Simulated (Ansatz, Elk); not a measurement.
**Bonding as seen by X-rays: NaBr6N**

Structure refinements treat a crystal as free atoms side by side. For a made-up structure of NaBr6N (cell and positions from a PBEsol relaxation) the runs below show what the calculated density changes in F(hkl).

Program: Elk 11.2.3 (patched build). Level of theory: DFT, PBE, all-electron APW+lo, Dirac cores, scalar-relativistic bands, static density, no spin. Results are calculated unless marked as measured.

The structure was built from a prototype and need not be the compound's stable phase.

**1. The structure**

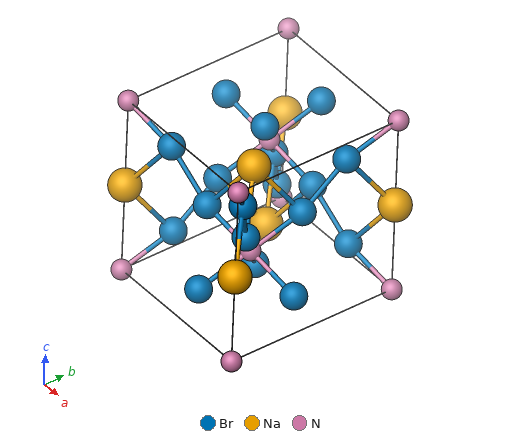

The cell as given, slightly off an axis (bromine blue, sodium orange, nitrogen pink). This picture shows the conventional cell, with its axes. Bonds to atoms that aren't drawn are left out. Some periodic images of atoms are drawn too.

**2. Ground state and structure factors**

An all-electron density is needed, since X-rays see the cores too. Task 0 finds the density and task 195 Fourier-transforms it; tshift is off so that phases refer to the origin typed.

The input, elk.in:

```
tasks
  0
  195

xctype
  20

spinpol
  .false.

rgkmax
  7.0

gmaxvr
  14.0

lmaxo
  7

lmaxapw
  8

swidth
  0.002

tshift
  .false.

ramdisk
  .false.

hmaxvr
  5.5

maxscl
  120

epspot
  1e-06

sppath
  './'

avec
  9.48433063743 5.47578084683 4.19860922868
  -9.48433063743 5.47578084683 4.19860922868
  -0.00000000000 -10.95156169298 4.19860922958

atoms
  3
  'Br.in'
  6
  0.6900472047 0.0424296529 0.6900472047   0.000000 0.000000 0.000000
  0.6900472047 0.6900472047 0.0424296529   0.000000 0.000000 0.000000
  0.0424296529 0.6900472047 0.6900472047   0.000000 0.000000 0.000000
  0.3099527953 0.9575703471 0.3099527953   0.000000 0.000000 0.000000
  0.9575703471 0.3099527953 0.3099527953   0.000000 0.000000 0.000000
  0.3099527953 0.3099527953 0.9575703471   0.000000 0.000000 0.000000
  'Na.in'
  1
  0.5000000000 0.5000000000 0.5000000000   0.000000 0.000000 0.000000
  'N.in'
  1
  -0.0000000000 -0.0000000000 -0.0000000000   0.000000 0.000000 0.000000

ngridk
  4 4 4
```

On the command line:

```sh
OMP_NUM_THREADS=4 elk
```

Numbers of over 12 decimals in the logs are rounded to 6 here.

Output:

```text
┌─────────────────────────┐
│ Elk code version 11.2.3 │
└─────────────────────────┘

All units are atomic (Hartree, Bohr, etc.)

┌─────────────────────────────────────────────────┐
│ Ground-state run starting from atomic densities │
└─────────────────────────────────────────────────┘

Lattice vectors :
   9.484330637       5.475780847       4.198609229
  -9.484330637       5.475780847       4.198609229
  -0.000000000      -10.95156169       4.198609230

Reciprocal lattice vectors :
  0.3312403135      0.1912416842      0.4988306813
 -0.3312403135      0.1912416842      0.4988306813
 -0.2619123591E-17 -0.3824833683      0.4988306814

Unit cell volume      :    1308.306354
Brillouin zone volume :   0.1895964296

Muffin-tin inner radius fraction :   0.1000000000E-01

Nuclei treated as point charges

Species : 1 (Br)
 parameters loaded from : Br.in
 name : bromine
 nuclear charge    :   -35.00000000
 electronic charge :    35.00000000
 atomic mass :    145656.0816
 muffin-tin radius :    2.375136943
 number of radial points in muffin-tin :    993
 inner part over the whole radius :   0.9964300308E-02
 number on inner part of muffin-tin    :    703
 approximate nuclear radius :   0.7858070945E-04
 number of mesh points to nuclear radius :    344
 atomic positions (lattice), magnetic fields (Cartesian) :
  1 :  -0.30995280  0.04242965 -0.30995280    0.00000000  0.00000000  0.00000000
  2 :  -0.30995280 -0.30995280  0.04242965    0.00000000  0.00000000  0.00000000
  3 :   0.04242965 -0.30995280 -0.30995280    0.00000000  0.00000000  0.00000000
  4 :   0.30995280 -0.04242965  0.30995280    0.00000000  0.00000000  0.00000000
  5 :  -0.04242965  0.30995280  0.30995280    0.00000000  0.00000000  0.00000000
  6 :   0.30995280  0.30995280 -0.04242965    0.00000000  0.00000000  0.00000000

Species : 2 (Na)
 parameters loaded from : Na.in
 name : sodium
 nuclear charge    :   -11.00000000
 electronic charge :    11.00000000
 atomic mass :    41907.78703
 muffin-tin radius :    2.200000000
 number of radial points in muffin-tin :    793
 inner part over the whole radius :   0.9883648912E-02
 number on inner part of muffin-tin    :    551
 approximate nuclear radius :   0.5574345702E-04
 number of mesh points to nuclear radius :    238
 atomic positions (lattice), magnetic fields (Cartesian) :
  1 :   0.50000000  0.50000000  0.50000000    0.00000000  0.00000000  0.00000000

Species : 3 (N)
 parameters loaded from : N.in
 name : nitrogen
 nuclear charge    :   -7.000000000
 electronic charge :    7.000000000
 atomic mass :    25532.65216
 muffin-tin radius :    1.800000000
 number of radial points in muffin-tin :    593
 inner part over the whole radius :   0.9919300552E-02
 number on inner part of muffin-tin    :    407
 approximate nuclear radius :   0.4939692610E-04
 number of mesh points to nuclear radius :    170
 atomic positions (lattice), magnetic fields (Cartesian) :
  1 :   0.00000000  0.00000000  0.00000000    0.00000000  0.00000000  0.00000000

Total number of atoms per unit cell :    8
Total muffin-tin volume :    405.7798818
 ratio of muffin-tin to unit cell volume :   0.3101566240

Spin treatment :
 spin-unpolarised

Number of Bravais lattice symmetries :   12
Number of crystal symmetries         :   12
Crystal has inversion symmetry
Real symmetric eigensolver will be used

k-point grid :      4     4     4
k-point offset :    0.000000000       0.000000000       0.000000000
k-point set is reduced with full crystal symmetry group
Total number of k-points :       13

Muffin-tin radius times maximum |G+k| :    7.000000000
 using average radius
Maximum |G+k| for APW functions       :    3.068355007
Maximum (1/2)|G+k|²                   :    4.707401223
Maximum |G| for potential and density :    14.00000000
Constant for pseudocharge density :    8
 order of it for each species :   15  15  15
 order of it for pair densities of each species (exact exchange by exxq0 0: 16) :   11   9   5
Radial integration step length :    1

[...]
Madelung                    :     -19175.594771952
 xc potential                :     -762.15049000581
 exchange                    :     -563.64850252802
 correlation                 :     -10.970205013984
 electron entropic           :    -0.96606154551140E-03
 total energy                :     -15859.670221768

Density of states at Fermi energy :    68.79753514
 (states/Hartree/unit cell)

Estimated indirect band gap :   0.2749496191E-02
 from k-point 13 to k-point 10
Estimated direct band gap   :   0.1146711518E-01
 at k-point 6

Charges :
 core                        :    112.0000000
 valence                     :    116.0000000
 interstitial                :    12.36697335
 muffin-tins (core leakage)
  species : 1 (Br)
[...]
species : 2 (Na)
[...]
species : 3 (N)
[...]
total in muffin-tins        :    215.6330267
 total calculated charge     :    228.0001156
 total charge                :    228.0000000
 error                       :   0.1155537076E-03

RMS change in Kohn-Sham potential (target) :   0.7617482723     (  0.1000000000E-05)
Absolute change in total energy (target)   :   0.9535152579     (  0.1000000000E-03)

[... loops 3 to 15 left out ...]

┌──────────────────┐
│ Loop number : 16 │
└──────────────────┘

Energies :
 Fermi                       :     0.71836559909397E-01
 sum of occupied eigenvalues :     -9205.0390297485
 electron kinetic            :      16253.009325987
 core electron kinetic       :      14771.758407878
 Coulomb                     :     -31535.223773986
 Coulomb potential           :     -24710.134609300
 nuclear-nuclear             :     -1822.7140380393
 electron-nuclear            :     -34744.431506822
 Hartree                     :      5031.9217708753
 Madelung                    :     -19180.156469335
 xc potential                :     -747.91374643501
 exchange                    :     -563.81107637927
 correlation                 :     -10.972192197228
 electron entropic           :    -0.12031925923757E-02
 total energy                :     -15856.998919768

Density of states at Fermi energy :    81.52087262
 (states/Hartree/unit cell)

Estimated indirect band gap :   0.3649938166E-02
 from k-point 10 to k-point 6
Estimated direct band gap   :   0.1072424340E-01
 at k-point 6

Charges :
 core                        :    112.0000000
 valence                     :    116.0000000
 interstitial                :    12.00105003
 muffin-tins (core leakage)
  species : 1 (Br)
[...]
species : 2 (Na)
[...]
species : 3 (N)
[...]
total in muffin-tins        :    215.9989500
 total calculated charge     :    228.0000637
 total charge                :    228.0000000
 error                       :   0.6367848556E-04

RMS change in Kohn-Sham potential (target) :   0.2000392071E-06 (  0.1000000000E-05)
Absolute change in total energy (target)   :   0.2302472967E-04 (  0.1000000000E-03)

Convergence targets achieved

┌──────────────────┐
│ Loop number : 17 │
└──────────────────┘

Energies :
 Fermi                       :     0.71836578775141E-01
 sum of occupied eigenvalues :     -9205.0390262486
 electron kinetic            :      16253.009329016
 core electron kinetic       :      14771.758409643
 Coulomb                     :     -31535.223778883
 Coulomb potential           :     -24710.134611196
 nuclear-nuclear             :     -1822.7140380393
 electron-nuclear            :     -34744.431514412
 Hartree                     :      5031.9217735686
 Madelung                    :     -19180.156473284
 xc potential                :     -747.91374406840
 exchange                    :     -563.81107639613
 correlation                 :     -10.972192205038
 electron entropic           :    -0.12031931389534E-02
 total energy                :     -15856.998921661

Density of states at Fermi energy :    81.52090559
 (states/Hartree/unit cell)

Estimated indirect band gap :   0.3649939520E-02
 from k-point 10 to k-point 6
Estimated direct band gap   :   0.1072423733E-01
 at k-point 6

Charges :
 core                        :    112.0000000
 valence                     :    116.0000000
 interstitial                :    12.00105028
 muffin-tins (core leakage)
  species : 1 (Br)
[...]
atom 6                    :    33.32006733     (  0.2698740773E-04)
  species : 2 (Na)
   atom 1                    :    10.04597489     ( -0.9715865668E-07)
  species : 3 (N)
   atom 1                    :    6.032570863     ( -0.8985511935E-07)
 total in muffin-tins        :    215.9989497
 total calculated charge     :    228.0000637
 total charge                :    228.0000000
 error                       :   0.6367842687E-04

┌──────────────────────────────┐
│ Self-consistent loop stopped │
└──────────────────────────────┘

Wrote STATE.OUT
```

Wall time 69 s (4 threads of Arm Neoverse V2, shared host); peak memory 0.36 GiB.

SFACRHO.OUT:

```text

h k l indices transformed by vhmat matrix:
   1.000000000       0.000000000       0.000000000    
   0.000000000       1.000000000       0.000000000    
   0.000000000       0.000000000       1.000000000    

      h      k      l  multipl.   |H|            Re(F)            Im(F)           |F|

      0      0      0      1   0.0000000       228.00000      0.15996435E-15   228.00000    
      0      0     -1      6  0.62859015       11.371823     -0.18773713E-13   11.371823    
      1     -1      0      6  0.66248063       2.9801374     -0.68719481E-14   2.9801374    
     -1      1     -1      6  0.91323938       82.645823     -0.34468238E-13   82.645823    
      0     -1     -1      6   1.0684670      -42.375678      0.50787564E-13   42.375678    
      0     -1      2     12   1.1282228      -101.63168     -0.38309010E-13   101.63168    
      1      1     -2      6   1.1474501      -72.090479     -0.59428478E-14   72.090479    
      0      0     -2      6   1.2571803      -20.785467      0.23270694E-13   20.785467    
     -2      0      2      6   1.3249613       37.190509     -0.21018591E-13   37.190509    
      1     -1     -2     12   1.4210499       106.97886     -0.49738686E-13   106.97886    
     -2     -1      2     12   1.4665087       59.468294     -0.10705831E-13   59.468294    
      1      1      1      2   1.4964920      -145.12712     -0.12431471E-12   145.12712    
     -3      1      1      6   1.6092012      -59.006001     -0.16753835E-13   59.006001    
      0     -2     -1     12   1.6365723       5.5750146      0.40799325E-14   5.5750146    
      3      0     -1     12   1.7020999      -22.263046     -0.50081444E-13   22.263046    
      0      2     -3     12   1.7402325       27.172698     -0.34600378E-13   27.172698    
     -1     -2      3     12   1.7527590       14.031512      0.20044022E-13   14.031512    
     -2     -2      2      6   1.8264788       73.056329     -0.66061968E-13   73.056329
```

Elk indexes on the primitive cell of elk.in and gives |H| = 4π sin θ/λ in inverse bohr. Below, one row stands for each form hkl of the conventional cell (m members, Friedel mates merged), F is for one primitive cell and the density is static (no thermal factor). Free-atom factors are Waasmaier and Kirfel's, and R is Σm||F|−|F'||/Σm|F|.

```tsv
hkl	m	sin θ/λ (Å⁻¹)	abs F, DFT	neutral atoms	diff.
101	6	0.095	11.372	11.388	-0.016
110	6	0.100	2.980	2.986	-0.006
021	6	0.137	82.646	82.747	-0.101
012	6	0.161	42.376	42.062	+0.314
211	12	0.170	101.632	101.669	-0.037
300	6	0.173	72.091	72.147	-0.057
202	6	0.189	20.785	20.522	+0.264
220	6	0.199	37.191	37.319	-0.129
122	12	0.214	106.979	106.738	+0.241
131	12	0.221	59.468	59.071	+0.397
003	2	0.225	145.127	145.194	-0.067
401	6	0.242	59.006	59.099	-0.093
113	12	0.246	5.575	5.303	+0.272
312	12	0.256	22.263	22.685	-0.422
321	12	0.262	27.173	26.993	+0.180
410	12	0.264	14.031	13.883	+0.149
042	6	0.275	73.056	73.620	-0.564
303	6	0.284	118.588	118.686	-0.098
033	6	0.284	1.604	1.675	-0.071
232	12	0.292	61.301	61.373	-0.072
051	6	0.297	111.251	111.486	-0.235
330	6	0.299	147.087	147.447	-0.360
```

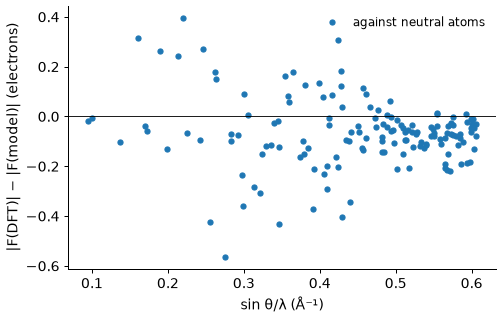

Difference between the calculated structure factors and the independent-atom ones.

**3. The highest occupied states alone**

An energy window below the Fermi level keeps the highest occupied states, to see at which angles they scatter; shallow core shells can lie inside it and anion s states outside. No new self-consistency is needed.

Changes to elk.in since step 2:

```diff
@@ -1,3 +1,2 @@
 tasks
-  0
   195
@@ -40,2 +39,5 @@
 
+wsfac
+  -0.369160 0.371840
+
 sppath
```

On the command line:

```sh
OMP_NUM_THREADS=4 elk
```

Output:

```text
┌─────────────────────────────────┐
│ Elk code version 11.2.3 started │
└─────────────────────────────────┘

Info(readinput): the functional depends on the density's gradient
 muffin-tin radial points multiplied by    2.00000
 (not where nrmtscf is given)

┌────────────────────┐
│ Current task : 195 │
└────────────────────┘
Info(checkmt): changed muffin-tin radius of species 1 (Br) from   2.4000 to   2.3751

Info(sfacrho): density structure factors written to SFACRHO.OUT

 Energy window :  -0.3691600000      0.3718400000

┌──────────────────┐
│ Elk code stopped │
└──────────────────┘
```

Run time: 24 s. Hardware: 4 threads; peak memory 0.21 GiB; 26 s of CPU time.

States within 12 eV below the Fermi level hold 35.38 electrons; any levels below the window count with the cores, and a count that is not whole means the window cuts a band. Their amplitudes can exceed the total, where window and core parts have opposite phase:

```tsv
hkl	sin θ/λ (Å⁻¹)	abs F, window	abs F, all
101	0.095	4.696	11.372
110	0.100	1.948	2.980
021	0.137	9.525	82.646
012	0.161	1.460	42.376
211	0.170	3.478	101.632
300	0.173	2.533	72.091
202	0.189	0.044	20.785
220	0.199	2.832	37.191
122	0.214	5.342	106.979
131	0.221	4.073	59.468
```

**4. Another functional**

The difference from free atoms is small, so it is set against the change that PBEsol makes.

Changes to elk.in since step 3:

```diff
@@ -1,2 +1,3 @@
 tasks
+  0
   195
@@ -4,3 +5,3 @@
 xctype
-  20
+  22
 
@@ -39,5 +40,2 @@
 
-wsfac
-  -0.369160 0.371840
-
 sppath
```

On the command line:

```sh
OMP_NUM_THREADS=4 elk
```

Output:

```text
┌─────────────────────────┐
│ Elk code version 11.2.3 │
└─────────────────────────┘

All units are atomic (Hartree, Bohr, etc.)

┌─────────────────────────────────────────────────┐
│ Ground-state run starting from atomic densities │
└─────────────────────────────────────────────────┘

Lattice vectors :
   9.484330637       5.475780847       4.198609229
  -9.484330637       5.475780847       4.198609229
  -0.000000000      -10.95156169       4.198609230

Reciprocal lattice vectors :
  0.3312403135      0.1912416842      0.4988306813
[...]
valence                     :    116.0000000
 interstitial                :    12.10358571
 muffin-tins (core leakage)
  species : 1 (Br)
[...]
species : 2 (Na)
   atom 1                    :    10.04590993     ( -0.9715865978E-07)
  species : 3 (N)
   atom 1                    :    6.012352518     ( -0.8258136486E-07)
 total in muffin-tins        :    215.8964143
 total calculated charge     :    228.0000585
 total charge                :    228.0000000
 error                       :   0.5854421360E-04

┌──────────────────────────────┐
│ Self-consistent loop stopped │
└──────────────────────────────┘

Wrote STATE.OUT
[key lines of the parts left out:]
total energy                :     -15846.132741462
```

Elapsed: 66 s, on 4 threads; peak memory 0.36 GiB; 2.7 min of CPU time.

Against the first run R = 0.03 %; the largest change is -0.055 at 122.

**5. A coarser k-mesh**

About half the k-points along each axis test the sampling.

Changes to elk.in since step 4:

```diff
@@ -5,3 +5,3 @@
 xctype
-  22
+  20
 
@@ -66,2 +66,2 @@
 ngridk
-  4 4 4
+  2 2 2
```

On the command line:

```sh
OMP_NUM_THREADS=4 elk
```

Output:

```text
┌─────────────────────────┐
│ Elk code version 11.2.3 │
└─────────────────────────┘

All units are atomic (Hartree, Bohr, etc.)

┌─────────────────────────────────────────────────┐
│ Ground-state run starting from atomic densities │
└─────────────────────────────────────────────────┘

Lattice vectors :
   9.484330637       5.475780847       4.198609229
  -9.484330637       5.475780847       4.198609229
  -0.000000000      -10.95156169       4.198609230

Reciprocal lattice vectors :
  0.3312403135      0.1912416842      0.4988306813
[...]
valence                     :    116.0000000
 interstitial                :    11.98132479
 muffin-tins (core leakage)
  species : 1 (Br)
[...]
species : 2 (Na)
   atom 1                    :    10.04550002     ( -0.9715865312E-07)
  species : 3 (N)
   atom 1                    :    6.052340152     ( -0.8900622239E-07)
 total in muffin-tins        :    216.0186752
 total calculated charge     :    228.0000093
 total charge                :    228.0000000
 error                       :   0.9330810855E-05

┌──────────────────────────────┐
│ Self-consistent loop stopped │
└──────────────────────────────┘

Wrote STATE.OUT
[key lines of the parts left out:]
total energy                :     -15856.974493641
```

The job ended after 46 s (4 threads; peak memory 0.34 GiB; 87 s of CPU time).

Against the first run R = 0.06 %; the largest change is +0.087 at 015.

**6. Settings against the effect**

```tsv
run	R against the first run (%)	R against neutral atoms, low angle (%)	wall time
PBE, rgkmax 7	0.00	0.36	69 s
PBEsol	0.03	0.34	66 s
k-mesh 2×2×2	0.06	0.42	46 s
```

**7. Summary of results**

```json
{"R against neutral atoms, sin θ/λ < 0.3 Å⁻¹": "0.36 %", "R against neutral atoms, 0.3 to 0.61 Å⁻¹": "0.28 %"}
```

In words: Independent neutral atoms miss the calculated amplitudes by R = 0.36 % below 0.3 Å⁻¹ and 0.28 % from there to 0.61 Å⁻¹; by shells, 0.13 % below 0.15 Å⁻¹ (3 forms), 0.38 % 0.15 to 0.3 (19 forms), 0.39 % 0.3 to 0.45 (41 forms), 0.23 % above 0.45 (86 forms). Bonding, aspherical density and the tables' own atoms all enter these figures, and the runs don't part them. The largest change of an amplitude is -0.56 electrons, at 042. The window's part falls from 35.4 electrons at the origin to at most 0.66 between 0.45 and 0.61 Å⁻¹. Below 0.3 Å⁻¹ the changes that finished (PBEsol and k-mesh 2×2×2) move F by R = 0.08 % at most, against the 0.36 % that separates it from free atoms. The basis has no finished test. Part of the difference isn't bonding: the tables are fits to free atoms and ions calculated by other methods than this functional. Thermal motion, anomalous dispersion and extinction are left out.

[Logs are printed without paths, hosts, clocks, repeated set-up lines and the standing remarks that a program may print on its own settings, such as how far it seeks lower states.]

[Hosts, paths, dates, database ids (printed as entryN), source tags and the programs' standing remarks are cut or masked in the printed files.]
